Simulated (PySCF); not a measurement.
# TcH₄: quartet, from a PBE0 minimum start

Where does quartet TcH₄ go from a PBE0 minimum start, is the end point a minimum, and what are its modes, charges and moments?

The runs use PySCF 2.14.0; PBE0, basis Tc def2-TZVP with ECP28, H def2-TZVP, scalar-relativistic core potentials, no spin–orbit coupling, density fitting.

### 1 Starting geometry

5 atoms, charge 0, spin multiplicity 4.

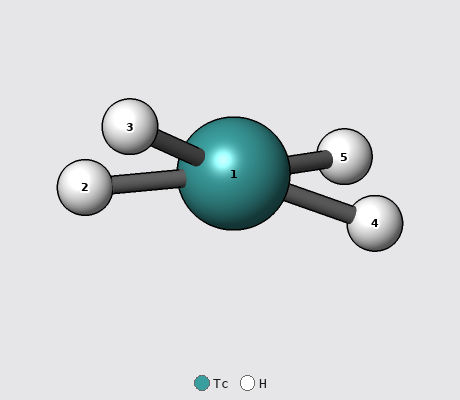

The starting geometry (technetium teal, hydrogen white); atoms are numbered from 1 in the order of the file.

```xyz
5
charge 0 multiplicity 4
Tc    0.0000    0.0000    0.0000
H     1.6541   -0.4776    0.0000
H     1.6541    0.4776    0.0000
H    -1.6541    0.0000   -0.4776
H    -1.6541    0.0000    0.4776
```

### 2 Finding the electronic state

One driver script runs all steps and calls PySCF; scf.py shows how it sets up the SCF of each step. The optimiser is the driver's own. After this first run the driver tries any further starts and a stability analysis.

scf.py reads:

```python
from pyscf import gto, scf, dft
mol = gto.M(atom='''
Tc     0.000000    -0.000000     0.000000
H      1.654060    -0.477600     0.000000
H      1.654060     0.477600     0.000000
H     -1.654060     0.000000    -0.477600
H     -1.654060     0.000000     0.477600''',
    basis={'Tc': 'def2-TZVP', 'H': 'def2-TZVP'},
    ecp={'Tc': 'def2-TZVP'},
    charge=0, spin=3)
mf = dft.UKS(mol, xc='PBE0')
mf.grids.atom_grid = (50, 194)
aux = {'Tc': 'def2-universal-JKFIT', 'H': 'def2-universal-JKFIT'}
mf = mf.density_fit(auxbasis=aux)
mf.conv_tol = 1e-08
mf.diis_space = 10
mf.max_cycle = 60
mf.init_guess = 'minao'
mf.verbose = 4
mf.kernel()
```

The run is started by

```sh
$ OMP_NUM_THREADS=2 python axn.py task.json out
```

Standard output:

```text
init E= -75.7527764383777
[... the frontier-level lines of each cycle are left out ...]
cycle= 1 E= -82.8515643240499  delta_E= -7.1  |g|= 0.687  |ddm|=  2.7
cycle= 2 E= -81.8488442363573  delta_E=    1  |g|= 1.51  |ddm|= 2.92
cycle= 3 E= -83.0828171067039  delta_E= -1.23  |g|= 0.0655  |ddm|= 2.53
cycle= 4 E= -83.0859003101127  delta_E= -0.00308  |g|= 0.0225  |ddm|= 0.113
cycle= 5 E= -83.0862416317692  delta_E= -0.000341  |g|= 0.00494  |ddm|= 0.0283
cycle= 6 E= -83.0862937287015  delta_E= -5.21e-05  |g|= 0.0015  |ddm|= 0.0164
cycle= 7 E= -83.0863055525099  delta_E= -1.18e-05  |g|= 0.00038  |ddm|= 0.0105
cycle= 8 E= -83.0863062859576  delta_E= -7.33e-07  |g|= 4.26e-05  |ddm|= 0.00301
cycle= 9 E= -83.0863062906747  delta_E= -4.72e-09  |g|= 1.97e-05  |ddm|= 0.000195
Extra cycle  E= -83.0863062902425  delta_E= 4.32e-10  |g|= 3.85e-05  |ddm|= 6.34e-05
converged SCF energy = -83.0863062902425  <S^2> = 3.7758561  2S+1 = 4.0129072
```

This step, with its further starts and checks, needed 12 s of wall time on 2 threads of Arm Neoverse N1, shared host.

The starts that the driver tried:

```tsv
start	energy (Eh)
the minimal-basis guess	-83.086306
a thermally smeared density	-83.086306
a smeared PBE density	-83.086306
```

The test of internal stability and the other starts found no lower solution of this spin.

### 3 PBE0 minimum start, quartet: relaxation

The program finds D2d symmetry in the start, which this walk keeps.

Edit scf.py of step 2 so:

```diff
@@ -3 +3 @@
-Tc     0.000000    -0.000000     0.000000
+Tc     0.000000     0.000000     0.000000
@@ -18 +17,0 @@
-mf.init_guess = 'minao'
```

Energy and gradient, step by step:

```tsv
step	energy (Eh)	change (kJ/mol)	largest symmetric gradient (Eh/bohr)
0	-83.086306	0.00	0.00000
```

The walk took 1.6 s.

After 0 steps and 0.0 kJ/mol it ends at D2d: H–H 0.955 Å (×2), Tc–H 1.722 Å (×4); H–H–Tc 73.9° (×4), H–Tc–H 32.2° (×2), H–Tc–H 157.4° (×4).

### 4 Hessian and properties

The point is checked on the finer grid, and tightened if its gradient asks for it. The Hessian and the dipole derivatives come from central differences of analytic gradients, with steps of 0.02 bohr.

Edit scf.py of step 3 so:

```diff
@@ -12 +12 @@
-mf.grids.atom_grid = (50, 194)
+mf.grids.atom_grid = (75, 302)
@@ -15 +15 @@
-mf.conv_tol = 1e-08
+mf.conv_tol = 1e-10
```

The driver hands on the density of the step before, so the log starts near convergence.

SCF at the final geometry:

```text
init E= -83.0863122843901
[... the frontier-level lines of each cycle are left out ...]
cycle= 1 E= -83.0863122843901  delta_E= 2.84e-14  |g|= 3.1e-07  |ddm|= 7.69e-07
Extra cycle  E= -83.0863122843901  delta_E= -2.84e-14  |g|= 5.87e-07  |ddm|= 8.49e-07
converged SCF energy = -83.0863122843901  <S^2> = 3.7758638  2S+1 = 4.0129111
```

The whole step took 36 s.

Geometry: D2d; H–H 0.955 Å (×2), Tc–H 1.722 Å (×4); H–H–Tc 73.9° (×4), H–Tc–H 32.2° (×2), H–Tc–H 157.4° (×4).

Harmonic modes (main isotopes):

| symmetry | ω (cm⁻¹) | IR (km/mol) |
| --- | --- | --- |
| e | 553 | 2.3 |
| b2 | 826 | 753 |
| b1 | 1073 | 0.0 |
| a1 | 1164 | 0.0 |
| e | 1873 | 21.5 |
| a1 | 2135 | 0.0 |
| b2 | 2232 | 613 |

All wavenumbers are real: a minimum.

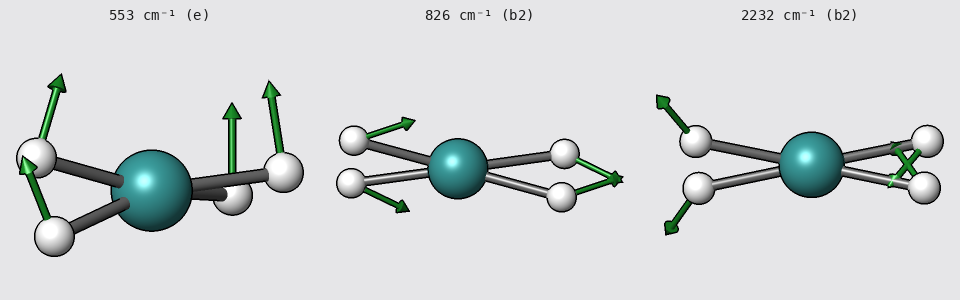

How the atoms move in 3 of the modes.

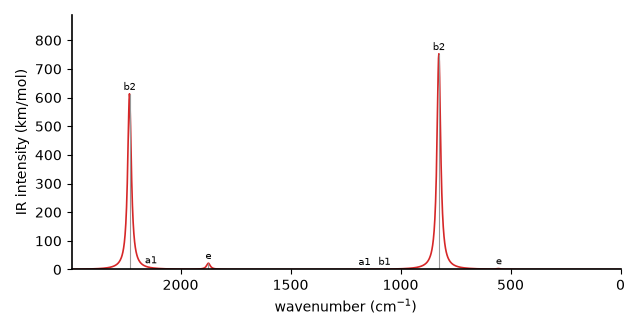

The harmonic infrared spectrum (widths in cm⁻¹). Lines are broadened to a width of 20 cm⁻¹ (Lorentzian).

Constants and moments:

```
Dipole moment                                                   : 0.00 D
Highest occupied level                                          : -5.81 eV
Lowest empty level                                              : -1.77 eV
Rotational constants                                            : 18.33, 1.467, 1.467 cm⁻¹
Zero-point energy                                               : 73.5 kJ/mol
Principal polarisabilities                                      : 48.3, 48.3, 61.5 bohr³
Atomisation energy without zero-point energy                    : 1016 kJ/mol
Principal traceless quadrupole moments about the centre of mass : -0.37, 0.18, 0.18 D Å
Entropy at 298.15 K and 1 bar (electronic part: spin only)      : 240.9 J/(mol K)
Heat capacity Cp at 298.15 K                                    : 47.7 J/(mol K)
Enthalpy at 298.15 K above 0 K                                  : 11.22 kJ/mol
Rotational symmetry number                                      : 4
Spin squared ⟨S²⟩                                               : 3.776
```

Charges (e) and bond orders:

```csv
atom,Mulliken,Löwdin,polar tensor,spin (Mulliken),Mayer order to Tc1
Tc1,0.00,-0.21,-0.16,3.21,–
"H2,3,4,5",0.00,0.05,0.04,-0.05,0.55
```

Mulliken populations on Tc1 (outside its core potential): s 2.65, p 6.17, d 6.18, f 0.01.

### 5 Summary of results

```
                                          quantity                                                                                          value
                                           minimum                                                                                   quartet, D2d
                                          geometry  H–H 0.955 Å (×2), Tc–H 1.722 Å (×4); H–H–Tc 73.9° (×4), H–Tc–H 32.2° (×2), H–Tc–H 157.4° (×4)
                                wavenumbers (cm⁻¹)                        553 (e), 826 (b2), 1073 (b1), 1164 (a1), 1873 (e), 2135 (a1), 2232 (b2)
                                     dipole moment                                                                                         0.00 D
highest occupied, lowest empty level (either spin)                                                                                -5.81, -1.77 eV
                        polar-tensor charge of Tc1                                                                                        -0.16 e
                                 zero-point energy                                                                                    73.5 kJ/mol
                               entropy at 298.15 K                                                                                240.9 J/(mol K)
         atomisation energy (no zero-point energy)                                                                                    1016 kJ/mol
                                              ⟨S²⟩                                                                                          3.776
```

In words: The molecule stays D2d, as typed, and the end point is a minimum. The strongest infrared band lies at 826 cm⁻¹ (b2). Most of the spin sits on Tc1 (Mulliken spin 3.21, against 3 for the whole molecule). Other starts or spin states, not run here, may lie lower. One determinant may miss the lowest occupation of an open d or f shell.

The search up to here took 49 s.
